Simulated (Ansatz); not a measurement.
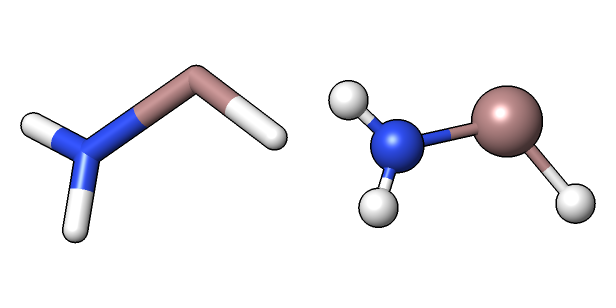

Two views of one molecule. Colours: nitrogen blue, gallium pink, hydrogen white.

The species is neutral and a spin doublet. The geometry was computed by an optimisation with PBE0-D4/def2-TZVP.

**Which formula does it have?**

GaH₃N, 5 atoms: 1 gallium, 3 hydrogen and 1 nitrogen.

**Which point group does it belong to?**

Cs.

**How many sets of symmetry-equivalent atoms are there?**

5: 1 N, 1 Ga, 1 H, 1 H, 1 H.

**Count the bonded pairs by element.**

2 N–H, 1 Ga–N, 1 Ga–H.

**Give a SMILES string for it.**

[NH2][GaH]

More results for the same structure follow; atom numbers are the same in all pictures, views and colours differ.

## Vibrations

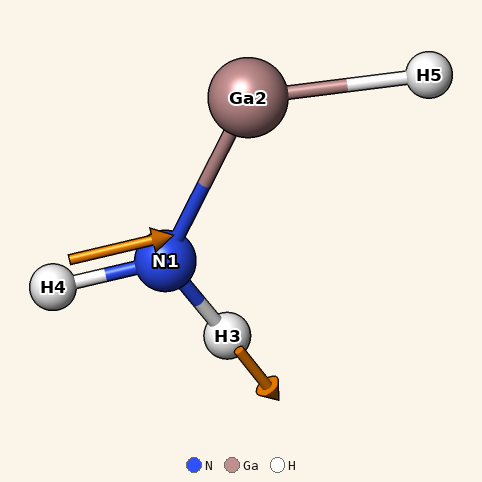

The arrows show one normal mode. Harmonic vibrations computed with UKS PBE0-D4/def2-TZVP (Ansatz 0.2.0) at a stationary point of the same level.

**Describe the motion.**

Mostly out-of-phase stretching of 2 N–H bonds.

**At what wavenumber does it lie?**

3708 cm⁻¹; it is mode 9 of 9 counted from the lowest.

## Electronic properties

Properties computed with UKS PBE-D4/def2-TZVPP (Ansatz 0.2.0).

**What is the HOMO energy (Kohn–Sham orbital)?**

−4.58 eV.

**Give the dipole moment at this level.**

1.11 D.

**Give the ⟨S²⟩ of the determinant at this level.**

0.753.

## Thermal motion

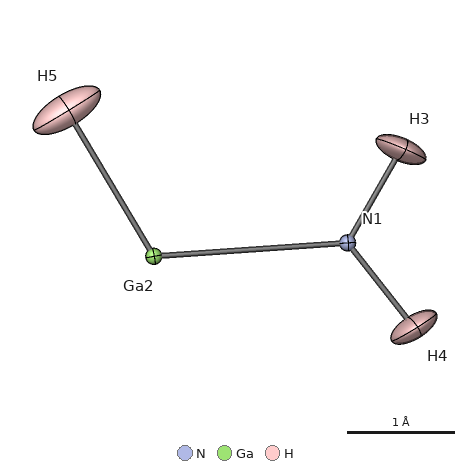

Displacement ellipsoids at the 50 % level, from the internal vibrations of the free molecule (harmonic, no overall translation or rotation; no half-axis is drawn under 0.075 Å). Vibrations computed with UKS PBE0-D4/def2-TZVP (Ansatz 0.2.0). Temperature: 600 K.

**Which atom has the largest mean-square displacement?**

H3, with U_eq = 0.0648 Å².

**Does H3 move more along its bond or across it?**

Across it: the root-mean-square amplitude is 0.072 Å along the bond and up to 0.404 Å across, since bending and torsion are softer than stretching.

List U_eq and the three principal root-mean-square amplitudes for each kind of atom.

```
atom  U_eq (Å²)   rms amplitudes (Å)
  N1     0.0021  0.020, 0.044, 0.063
 Ga2    0.00005  0.004, 0.005, 0.010
  H3     0.0648  0.070, 0.161, 0.404
  H4     0.0413  0.070, 0.159, 0.306
  H5     0.0318  0.097, 0.179, 0.232
```
